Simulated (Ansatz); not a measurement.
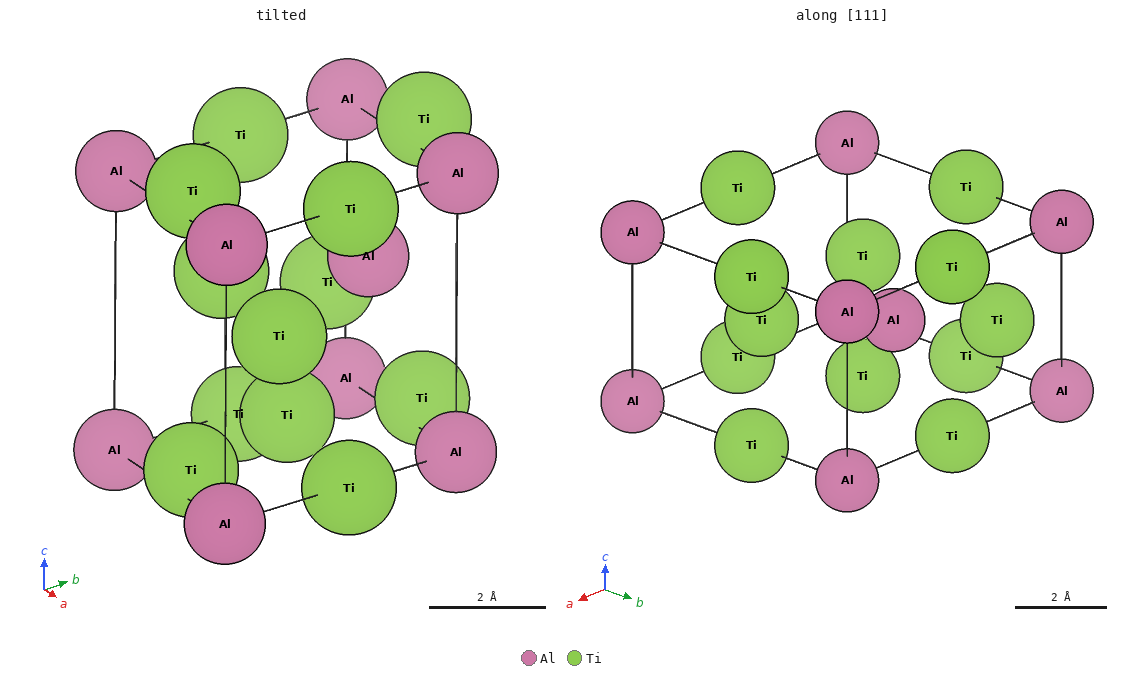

Crystal structure, spheres-only style, seen slightly off an axis and along [111]. Thin lines show the simulation cell, with boundary atoms drawn in all their periodic places. A few atoms beyond the faces are included. Cell: a = 5.679 Å, b = 5.594 Å, c = 4.982 Å, α = 87.21°, β = 88.92°, γ = 114.72°.

Describe the arrangement of the atoms.

- Formula: Ti3Al.
- No point symmetry survives, so the space group is P1.
- The atoms show no order inside the cell.
- There are 8 atoms in the cell: 6 Ti, 2 Al.

Provenance: a made-up disordered cell; not relaxed. Ansatz was used for an electronic-structure calculation on it.

At this level of theory the cell isn't at rest (forces up to 2.0 eV/Å), so its distances can differ from those at equilibrium, the more so the softer the solid.
